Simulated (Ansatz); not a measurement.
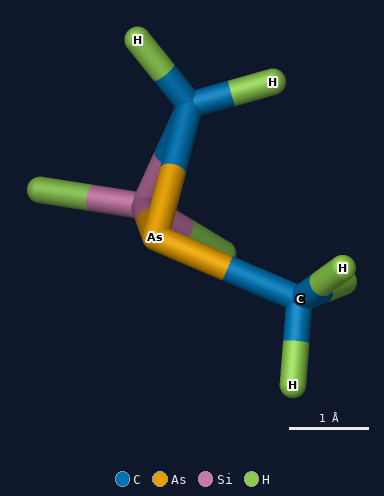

*The input geometry (stick view, seen at a tilt).*

## Run report: C₂H₇AsSi, nudged elastic band

The run: nudged elastic band of C₂H₇AsSi. Method and program: RKS B3LYP/def2-SVP (Ansatz 0.2.0).

One setting was made poor on purpose. It belongs to a series of runs on one base structure; here: band between the two ends.

Input file:
```yaml
crystal:
  periodic: [false, false, false]
  atoms:
    - { symbol: C, position_ang: [-1.122134, 1.402382, -0.073632] }
    - { symbol: As, position_ang: [0.378758, 0.759943, 1.085173] }
    - { symbol: C, position_ang: [0.151767, -1.254119, 0.707569] }
    - { symbol: Si, position_ang: [1.408602, -0.616249, -0.513213] }
    - { symbol: H, position_ang: [-2.045032, 1.411345, 0.525843] }
    - { symbol: H, position_ang: [-0.901774, 2.43048, -0.397228] }
    - { symbol: H, position_ang: [-1.278135, 0.774903, -0.962921] }
    - { symbol: H, position_ang: [0.503677, -1.870227, 1.543862] }
    - { symbol: H, position_ang: [-0.850513, -1.54579, 0.372501] }
    - { symbol: H, position_ang: [2.820956, -1.037224, -0.329755] }
    - { symbol: H, position_ang: [0.999027, -0.512644, -1.9376] }
basis:
  gaussian: { orbitals: def2-SVP }
hamiltonian:
  xc: b3lyp
neb:
  order_check: false
  images: 2
  f_tol: 0.05
  max_iterations: 60
  climbing: false
  final_atoms:
    - { symbol: C, position_ang: [-1.19251385, 1.32544827, -0.31506176] }
    - { symbol: As, position_ang: [0.64501733, 0.60504138, -0.25416479] }
    - { symbol: C, position_ang: [0.28844676, -1.28531279, 0.40810146] }
    - { symbol: Si, position_ang: [1.26572821, -1.7790829, -1.1601727] }
    - { symbol: H, position_ang: [-1.71373807, 1.17118876, 0.6391294] }
    - { symbol: H, position_ang: [-1.15264136, 2.39887866, -0.55272213] }
    - { symbol: H, position_ang: [-1.73128622, 0.80604135, -1.12060904] }
    - { symbol: H, position_ang: [0.69544196, -1.41491697, 1.41965995] }
    - { symbol: H, position_ang: [-0.79375927, -1.47710761, 0.38984772] }
    - { symbol: H, position_ang: [2.64293958, -1.5693663, -0.51561856] }
    - { symbol: H, position_ang: [1.11156392, 1.16198816, 1.08220946] }
  initial_path:
    images:
      - { positions_ang: [[-1.122134, 1.402382, -0.073632], [0.378758, 0.759943, 1.085173], [0.151767, -1.254119, 0.707569], [1.408602, -0.616249, -0.513213], [-2.045032, 1.411345, 0.525843], [-0.901774, 2.43048, -0.397228], [-1.278135, 0.774903, -0.962921], [0.503677, -1.870227, 1.543862], [-0.850513, -1.54579, 0.372501], [2.820956, -1.037224, -0.329755], [0.999027, -0.512644, -1.9376]] }
      - { positions_ang: [[-1.03458002, 1.27181912, -0.19683618], [0.53350173, 0.76044298, 0.82808248], [0.12666431, -1.1710916, 0.81118923], [1.23122805, -0.92902146, -0.65825709], [-1.95452082, 0.92561411, 0.25037805], [-1.11608811, 2.37859474, -0.22184515], [-1.02774151, 0.95996584, -1.22513389], [0.66175773, -1.7122892, 1.62680117], [-0.89592751, -1.41047522, 0.66019253], [2.57388048, -1.40836406, -0.49754571], [0.96702469, 0.27760476, -1.35642644]] }
      - { positions_ang: [[-1.05803997, 1.24617455, -0.27731277], [0.62225484, 0.7088091, 0.38163655], [0.17222423, -1.18148953, 0.71136672], [1.18360345, -1.31663276, -0.87391033], [-1.84408951, 0.84556203, 0.28814019], [-1.19971056, 2.36806096, -0.27367653], [-1.17879191, 0.97034529, -1.27769657], [0.72567938, -1.56051919, 1.58540049], [-0.8770096, -1.38758109, 0.66597477], [2.51454167, -1.58574483, -0.55950023], [1.00453699, 0.83581548, -0.34982328]] }
      - { positions_ang: [[-1.19251385, 1.32544827, -0.31506176], [0.64501733, 0.60504138, -0.25416479], [0.28844676, -1.28531279, 0.40810146], [1.26572821, -1.7790829, -1.1601727], [-1.71373807, 1.17118876, 0.6391294], [-1.15264136, 2.39887866, -0.55272213], [-1.73128622, 0.80604135, -1.12060904], [0.69544196, -1.41491697, 1.41965995], [-0.79375927, -1.47710761, 0.38984772], [2.64293958, -1.5693663, -0.51561856], [1.11156392, 1.16198816, 1.08220946]] }
```

Run as:
```bash
ansatz run input.yaml --threads 2 --pin off --max-ram 3072MiB --backend cpu --events-out ev --progress --plain --runs-dir out
```

What the program printed:
```
Engine: ansatz 0.2.0, x86_64-unknown-linux-gnu
Functional definition: B3LYP
  parameter a0 = 0.2
  parameter ax = 0.72
  parameter ac = 0.81
  exchange = (1 - a0 - ax)*slater_x + ax*b88_x + a0*exact_x
  correlation = (1 - ac)*vwn_rpa_c + ac*lyp_c
1209 factors; integrals over basis functions are off by at most 5.1e-4 eV
mean field evaluation 1: about -70887.0221 eV, gradient 6.3e1 eV
mean field evaluation 2: about -70873.7682 eV, gradient 8.8e1 eV
mean field evaluation 4: about -70896.6112 eV, gradient 5.9e0 eV
mean field evaluation 8: about -70896.7127 eV, gradient 2.0e-1 eV
mean field evaluation 16: about -70896.7128 eV, gradient 4.3e-5 eV
mean field -70896.71281532 eV, -2605.4061404450 hartree, gradient 4.3e-5 eV, S^2 0.000000; 0 other end points of the search recorded, 0 dependent functions left out
the calculation of the forces begins
reference -70896.71306521 eV, -2605.4061496283 hartree; 33, 33 occupied and 80, 80 virtual orbitals, 1209 factors
1209 factors; integrals over basis functions are off by at most 8.7e-4 eV
mean field evaluation 32: about -70895.4957 eV, gradient 2.0e-5 eV
mean field -70895.49568620 eV, -2605.3614117749 hartree, gradient 2.0e-5 eV, S^2 0.000000; 0 other end points of the search recorded, 0 dependent functions left out
[... from here on the field's lines of each further geometry are left out, up to the last ...]
NEB iter   1: max|band force component| = 4.559e1 eV/Å  barrier→ = 17.9883 eV  barrier← = 16.7712 eV  Δτ_max = 0.1895 Å  (106 SCF iters)
NEB iter   2: max|band force component| = 1.504e1 eV/Å  barrier→ = 6.1075 eV  barrier← = 4.8904 eV  Δτ_max = 0.1743 Å  (59 SCF iters)
NEB iter   3: max|band force component| = 9.471e0 eV/Å  barrier→ = 3.5411 eV  barrier← = 2.3240 eV  Δτ_max = 0.1978 Å  (58 SCF iters)
NEB iter   4: max|band force component| = 4.845e0 eV/Å  barrier→ = 2.0271 eV  barrier← = 0.8099 eV  Δτ_max = 0.1978 Å  (59 SCF iters)
NEB iter   5: max|band force component| = 2.194e0 eV/Å  barrier→ = 1.5376 eV  barrier← = 0.3205 eV  Δτ_max = 0.2000 Å  (55 SCF iters)
NEB iter   6: max|band force component| = 1.019e0 eV/Å  barrier→ = 1.3449 eV  barrier← = 0.1278 eV  Δτ_max = 0.1543 Å  (58 SCF iters)
NEB iter   7: max|band force component| = 2.800e-1 eV/Å  barrier→ = 1.3075 eV  barrier← = 0.0904 eV  Δτ_max = 0.1079 Å  (55 SCF iters)
NEB iter   8: max|band force component| = 2.489e-1 eV/Å  barrier→ = 1.3073 eV  barrier← = 0.0902 eV  Δτ_max = 0.0712 Å  (53 SCF iters)
NEB iter   9: max|band force component| = 1.549e-1 eV/Å  barrier→ = 1.2957 eV  barrier← = 0.0786 eV  Δτ_max = 0.0698 Å  (50 SCF iters)
NEB iter  10: max|band force component| = 1.259e-1 eV/Å  barrier→ = 1.2832 eV  barrier← = 0.0661 eV  Δτ_max = 0.0189 Å  (51 SCF iters)
NEB iter  11: max|band force component| = 9.080e-2 eV/Å  barrier→ = 1.2814 eV  barrier← = 0.0642 eV  Δτ_max = 0.0109 Å  (49 SCF iters)
the calculation of the forces begins
reference -70895.88804756 eV, -2605.3758307891 hartree; 33, 33 occupied and 80, 80 virtual orbitals, 1209 factors
1209 factors; integrals over basis functions are off by at most 8.5e-4 eV
mean field evaluation 224: about -70895.4320 eV, gradient 1.9e-1 eV
mean field -70895.43214694 eV, -2605.3590767501 hartree, gradient 8.8e-5 eV, S^2 0.000000; 1 other end points of the search recorded, 0 dependent functions left out
the calculation of the forces begins
reference -70895.43240624 eV, -2605.3590862794 hartree; 33, 33 occupied and 80, 80 virtual orbitals, 1209 factors
NEB iter  12: max|band force component| = 2.686e-2 eV/Å  barrier→ = 1.2807 eV  barrier← = 0.0635 eV  Δτ_max = 0.0000 Å  (97 SCF iters)
```

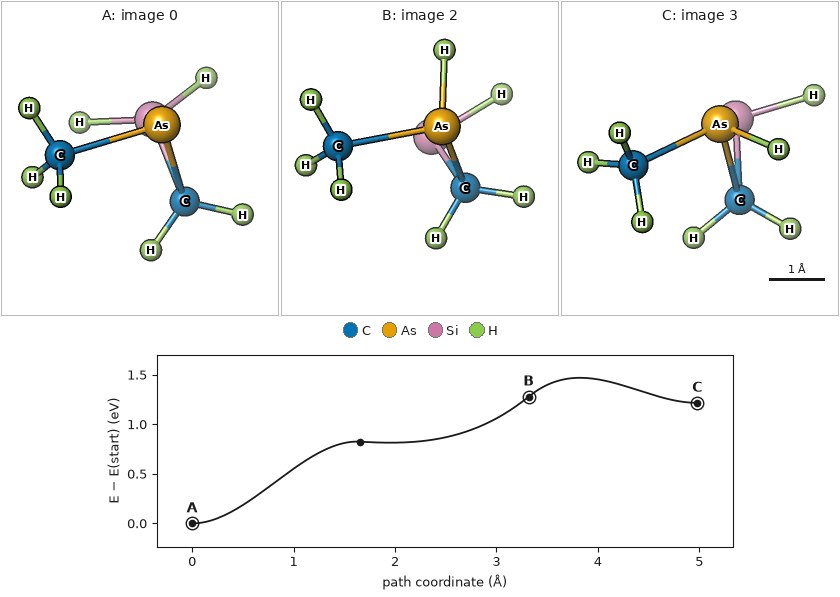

*Images of the last band (counted from 0; ball-and-stick, seen at a tilt) above the energy along the path; the line is a cubic interpolation that uses the forces.*

The highest image is number 2, 1.281 eV above the start and 0.064 eV above the end; the end lies 1.217 eV above the start. The path is 4.98 Å long. The band converged in 12 iterations.

```
Total energy: -70895.43240624 eV, -2605.3590862794 hartree
Atom 0 at    -1.229545     1.317438    -0.323470 Å, force    -0.011391     0.006395     0.031918 eV/Å
Atom 1 at     0.304477     0.735416     0.785796 Å, force    -0.209336     0.105585     0.788097 eV/Å
Atom 2 at     0.320828    -1.262393     0.552047 Å, force    -0.000301    -0.003732     0.038160 eV/Å
Atom 3 at     1.147694    -1.609213    -1.121872 Å, force     0.001077     0.238421    -0.010919 eV/Å
Atom 4 at    -2.026351     1.351554     0.431140 Å, force    -0.249192     0.074236    -0.132659 eV/Å
Atom 5 at    -1.078976     2.335718    -0.709959 Å, force     0.069840    -0.012817     0.004194 eV/Å
Atom 6 at    -1.540980     0.651812    -1.140078 Å, force     0.187547    -0.051594    -0.028788 eV/Å
Atom 7 at     0.814096    -1.591725     1.475888 Å, force     0.003853    -0.228334    -0.011398 eV/Å
Atom 8 at    -0.751714    -1.507965     0.597514 Å, force     0.004727    -0.056998     0.002933 eV/Å
Atom 9 at     2.575545    -1.674896    -0.557236 Å, force    -0.003977     0.030566     0.028063 eV/Å
Atom 10 at     1.530124     1.197056     0.030829 Å, force     0.207154    -0.101728    -0.709602 eV/Å
Dipole moment:    -0.252538     0.140176     0.179475 e Å
this run last wrote the band of iteration 12 to [file]
```

The last band as extended XYZ (Å, eV, eV/Å):
```
11
Properties=species:S:1:pos:R:3:forces:R:3 image=0 energy=-70896.71282
C    -1.1221    1.4024   -0.0736    0.0050   0.0087   0.0001
As    0.3788    0.7599    1.0852   -0.0073  -0.0089  -0.0072
C     0.1518   -1.2541    0.7076    0.0111   0.0022   0.0099
Si    1.4086   -0.6162   -0.5132   -0.0045  -0.0011   0.0001
H    -2.0450    1.4113    0.5258   -0.0011  -0.0014   0.0017
H    -0.9018    2.4305   -0.3972   -0.0034   0.0008  -0.0023
H    -1.2781    0.7749   -0.9629   -0.0003   0.0007   0.0001
H     0.5037   -1.8702    1.5439    0.0003  -0.0038  -0.0016
H    -0.8505   -1.5458    0.3725   -0.0013   0.0029  -0.0020
H     2.8210   -1.0372   -0.3298    0.0004  -0.0010   0.0006
H     0.9990   -0.5126   -1.9376    0.0011   0.0009   0.0005
11
Properties=species:S:1:pos:R:3:forces:R:3 image=1 energy=-70895.88780
C    -1.1315    1.3306   -0.1709    0.0036  -0.0063  -0.0124
As    0.5488    0.6890    0.6779   -0.0102   0.0261   0.0117
C     0.1761   -1.2262    0.6435    0.0092  -0.0149  -0.0297
Si    1.3057   -1.2440   -0.9516    0.0057  -0.0330   0.0150
H    -1.9052    1.3775    0.6113   -0.0035  -0.0003  -0.0053
H    -0.9791    2.3395   -0.5813   -0.0058  -0.0013  -0.0034
H    -1.4659    0.6533   -0.9702   -0.0054   0.0028   0.0012
H     0.5979   -1.7513    1.5085    0.0077   0.0064   0.0054
H    -0.8797   -1.4769    0.4815    0.0068   0.0041   0.0105
H     2.6396   -1.1520   -0.2104   -0.0171  -0.0237  -0.0269
H     1.1585    0.4032   -1.0176    0.0091   0.0400   0.0337
11
Properties=species:S:1:pos:R:3:forces:R:3 image=2 energy=-70895.43215
C    -1.2295    1.3174   -0.3235   -0.0114   0.0064   0.0319
As    0.3045    0.7354    0.7858   -0.2093   0.1056   0.7881
C     0.3208   -1.2624    0.5520   -0.0003  -0.0037   0.0382
Si    1.1477   -1.6092   -1.1219    0.0011   0.2384  -0.0109
H    -2.0264    1.3516    0.4311   -0.2492   0.0742  -0.1327
H    -1.0790    2.3357   -0.7100    0.0698  -0.0128   0.0042
H    -1.5410    0.6518   -1.1401    0.1875  -0.0516  -0.0288
H     0.8141   -1.5917    1.4759    0.0039  -0.2283  -0.0114
H    -0.7517   -1.5080    0.5975    0.0047  -0.0570   0.0029
H     2.5755   -1.6749   -0.5572   -0.0040   0.0306   0.0281
H     1.5301    1.1971    0.0308    0.2072  -0.1017  -0.7096
11
Properties=species:S:1:pos:R:3:forces:R:3 image=3 energy=-70895.49569
C    -1.1925    1.3254   -0.3151    0.0017   0.0141  -0.0133
As    0.6450    0.6050   -0.2542   -0.0125   0.0030   0.0022
C     0.2884   -1.2853    0.4081    0.0041  -0.0003   0.0101
Si    1.2657   -1.7791   -1.1602    0.0050  -0.0056  -0.0036
H    -1.7137    1.1712    0.6391   -0.0008  -0.0003   0.0007
H    -1.1526    2.3989   -0.5527    0.0005  -0.0131   0.0044
H    -1.7313    0.8060   -1.1206    0.0004   0.0021   0.0043
H     0.6954   -1.4149    1.4197    0.0001   0.0004  -0.0035
H    -0.7938   -1.4771    0.3898    0.0050   0.0032  -0.0032
H     2.6429   -1.5694   -0.5156   -0.0050  -0.0005  -0.0004
H     1.1116    1.1620    1.0822    0.0014  -0.0029   0.0023
```

Key numbers:

- outcome: converged
- barrier, forward: 1.281 eV
- barrier, backward: 0.064 eV
- hardware: 2 threads of AMD EPYC (Zen 5), 16 GiB of memory available, shared host
- wall time: 32 s (CPU time 61 s)
- peak memory: 0.3 GiB

Notes:

A deliberately poor setting: few images. The order of the saddle point was not checked.
